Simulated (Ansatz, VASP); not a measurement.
# CdS (Greenockite): VASP beside Ansatz, part 3 of 3

Aim: how closely do two programs agree when they are given the same cell, functional and k mesh?  Valence electrons are named where the data sets of a main pair hold unlike numbers.

VASP 6.6.1 and Ansatz 0.2.0.

So far. Step 3 (VASP: band structure, LDA): The run ends at a pressure of -3.06 GPa, with forces up to 0.063 eV/Å. Step 5 (VASP: band structure, LDA, spin-orbit coupling): The run ends at a pressure of -3.11 GPa, with forces up to 0.062 eV/Å.

## (9) VASP: band structure, r2SCAN, spin-orbit coupling (continued)

Level of this step: r2SCAN, spin-orbit coupling; plane waves and PAW (Cd, S) (VASP).

Numbers of over 12 decimals in the logs are rounded to 6 here.

OUTCAR, selected parts (step 9):

```text
  Total        0.2141617      0.2141617      0.5982192      0.0000000      0.0000000      0.0000000
  in kB        3.4147502      3.4147502      9.5384440      0.0000000      0.0000000      0.0000000
  external PRESSURE =       5.4559815 kB  Pullay stress =       0.0000000 kB

 POSITION                                       TOTAL-FORCE (eV/Angst)
 -----------------------------------------------------------------------------------
      2.07500      1.19800      3.36850        -0.000000      0.000000     -0.070994
     -0.00000      2.39600      0.00000         0.000000     -0.000000     -0.070994
      2.07500      1.19800      5.89487         0.000000     -0.000000      0.070994
     -0.00000      2.39600      2.52637         0.000000      0.000000      0.070994
 -----------------------------------------------------------------------------------
    total drift:                               -0.000000      0.000000      0.010895

  FREE ENERGIE OF THE ION-ELECTRON SYSTEM (eV)
  ---------------------------------------------------
  free  energy   TOTEN  =       -59.4226795702 eV

  energy  without entropy=      -59.4226795702  energy(sigma->0) =      -59.42267957

 magnetization (x)
# of ion       s       p       d       tot
------------------------------------------
    1        0.000   0.000   0.000   0.000
    2        0.000   0.000   0.000   0.000
    3        0.000  -0.000   0.000  -0.000
    4       -0.000  -0.000   0.000  -0.000
--------------------------------------------------
tot          0.000  -0.000   0.000  -0.000

 magnetization (y)
# of ion       s       p       d       tot
------------------------------------------
    1        0.000   0.000   0.000   0.000
    2        0.000   0.000   0.000   0.000
    3        0.000   0.000   0.000   0.000
    4        0.000   0.000   0.000   0.000
--------------------------------------------------
tot          0.000   0.000   0.000   0.000

 magnetization (z)
# of ion       s       p       d       tot
------------------------------------------
    1        0.000   0.000   0.000   0.000
    2        0.000   0.000   0.000   0.000
    3        0.000  -0.000   0.000  -0.000
    4        0.000   0.000   0.000   0.000
--------------------------------------------------
tot          0.000   0.000   0.000   0.000

[... 2 parts as in an earlier step ...]

[... 1 further part left out ...]
[key lines of the parts left out:]
E-fermi :   1.1285
```

The PAW data sets were made with PBE, which is usual practice but a small mismatch for other functionals.

## (10) Comparison

What differs besides the data sets and the points named for the pairs above, as far as they apply: VASP keeps PBE cores, Ansatz makes them for the functional; the data sets hold 52 valence electrons in Ansatz (on its fully relativistic PAW (standard-fr) files) and 36 in VASP; the cutoff is 500 eV in Ansatz and 350 eV in VASP. Total energies have different zeros and are not compared.

Both answers:

```csv
quantity,Ansatz,VASP,difference
pressure (GPa),0.63,0.55,+0.09
gap over the path points (eV),1.644,1.634,+0.010
```

Forces (eV/Å; atoms numbered as in POSCAR):

```csv
atom,"Ansatz x, y, z","VASP x, y, z"
Cd1,"0.000, 0.000, -0.070","0.000, 0.000, -0.071"
Cd2,"0.000, 0.000, -0.070","0.000, 0.000, -0.071"
S3,"0.000, 0.000, 0.070","0.000, 0.000, 0.071"
S4,"0.000, 0.000, 0.070","0.000, 0.000, 0.071"
```

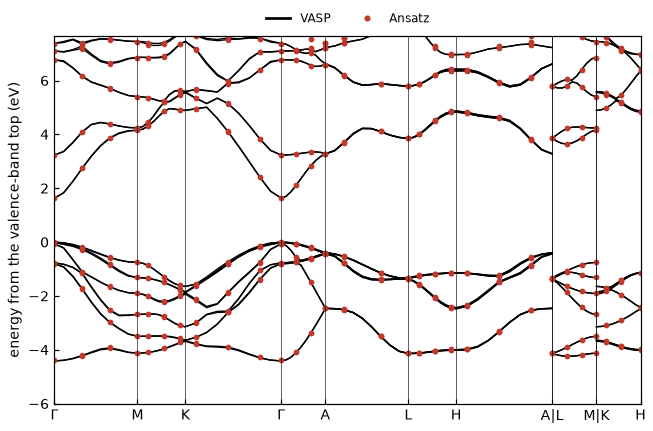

Bands from VASP (lines) and levels from Ansatz (dots). Dots without a line are higher empty bands that the VASP plot leaves out.

Levels at points of the path, from each program's valence-band top (eV; 8 filled, then empty):

```csv
k (reciprocal lattice),Ansatz,VASP
0.000 0.000 0.000,-0.77 -0.77 -0.07 -0.07 -0.01 -0.01 0.00 0.00 1.64 1.64 3.24 3.24 6.76 6.76,-0.77 -0.77 -0.07 -0.07 -0.01 -0.01 0.00 0.00 1.63 1.63 3.23 3.23 6.77 6.77
0.167 0.000 0.000,-1.17 -1.14 -1.10 -1.09 -0.28 -0.25 -0.20 -0.18 2.73 2.75 4.09 4.10 6.15 6.15,-1.17 -1.15 -1.11 -1.10 -0.28 -0.25 -0.20 -0.18 2.73 2.74 4.08 4.09 6.16 6.16
0.333 0.000 0.000,-2.53 -2.51 -1.65 -1.65 -0.86 -0.81 -0.58 -0.56 3.86 3.88 4.40 4.40 5.70 5.71,-2.54 -2.52 -1.66 -1.66 -0.87 -0.82 -0.58 -0.56 3.85 3.88 4.38 4.39 5.71 5.71
0.500 0.000 0.000,-2.67 -2.67 -1.90 -1.90 -1.31 -1.31 -0.75 -0.75 4.16 4.16 4.25 4.25 5.41 5.41,-2.69 -2.69 -1.91 -1.91 -1.32 -1.32 -0.76 -0.76 4.15 4.15 4.24 4.24 5.40 5.40
0.463 0.074 0.000,-2.66 -2.66 -2.01 -1.99 -1.34 -1.34 -0.87 -0.86 4.31 4.31 4.45 4.46 5.37 5.37,-2.67 -2.67 -2.02 -2.00 -1.35 -1.35 -0.87 -0.87 4.31 4.31 4.44 4.44 5.36 5.36
0.407 0.185 0.000,-2.77 -2.76 -2.23 -2.19 -1.50 -1.49 -1.29 -1.29 4.85 4.86 5.19 5.21 5.25 5.25,-2.78 -2.77 -2.24 -2.20 -1.51 -1.50 -1.29 -1.29 4.86 4.86 5.18 5.20 5.24 5.24
0.352 0.296 0.000,-3.10 -3.09 -2.02 -1.97 -1.77 -1.74 -1.61 -1.61 4.91 4.91 5.46 5.48 5.62 5.64,-3.11 -3.10 -2.02 -1.98 -1.78 -1.75 -1.62 -1.62 4.90 4.90 5.47 5.49 5.63 5.64
0.296 0.296 0.000,-3.00 -2.98 -2.17 -2.12 -1.63 -1.59 -1.56 -1.54 4.96 4.96 5.33 5.34 5.66 5.67,-3.01 -3.00 -2.17 -2.13 -1.64 -1.60 -1.57 -1.55 4.95 4.96 5.33 5.35 5.66 5.68
0.185 0.185 0.000,-2.58 -2.55 -1.88 -1.86 -0.82 -0.81 -0.78 -0.73 4.10 4.11 5.14 5.15 5.89 5.91,-2.60 -2.56 -1.89 -1.87 -0.83 -0.81 -0.78 -0.73 4.10 4.11 5.14 5.15 5.89 5.91
0.074 0.074 0.000,-1.05 -1.05 -0.76 -0.74 -0.19 -0.17 -0.15 -0.13 2.41 2.42 3.83 3.84 6.38 6.39,-1.06 -1.06 -0.77 -0.74 -0.19 -0.17 -0.15 -0.13 2.41 2.41 3.82 3.84 6.39 6.40
```

The forces differ by 0.4 meV/Å r.m.s., which is 1.0 % of the r.m.s. force of 0.041 eV/Å (both taken over all components). Among the levels compared at these points, filled levels agree within 16 meV and empty ones within 21 meV. Ansatz's pressure holds a Pulay correction of 0.05 GPa; VASP's holds none.

## (11) What came out

* largest difference of a filled level at the path points (band structure, LDA): 13 meV
* largest difference of a filled level at the path points (band structure, LDA, spin-orbit coupling): 12 meV
* largest difference of a filled level at the path points (band structure, r2SCAN, spin-orbit coupling): 16 meV

What this shows: The largest difference of a filled level at the path points is 16 meV (band structure, r2SCAN, spin-orbit coupling), within the 80 meV picked in this series as the mark of a large difference. The data sets hold unlike numbers of valence electrons (52 in Ansatz and 36 in VASP), so part of the differences comes from the potentials. 2 further runs of this series are not shown here. How closely two codes agree says nothing of how well the functional describes the real material.

[Lines on the potential files, build, host, timing and source positions are cut from VASP's logs without a mark.]

[Logs are printed without paths, hosts, clocks, repeated set-up lines and the standing remarks that a program may print on its own settings, such as how far it seeks lower states.]

[Hosts, paths, dates, database ids (printed as entryN), source tags and the programs' standing remarks are cut or masked in the printed files.]
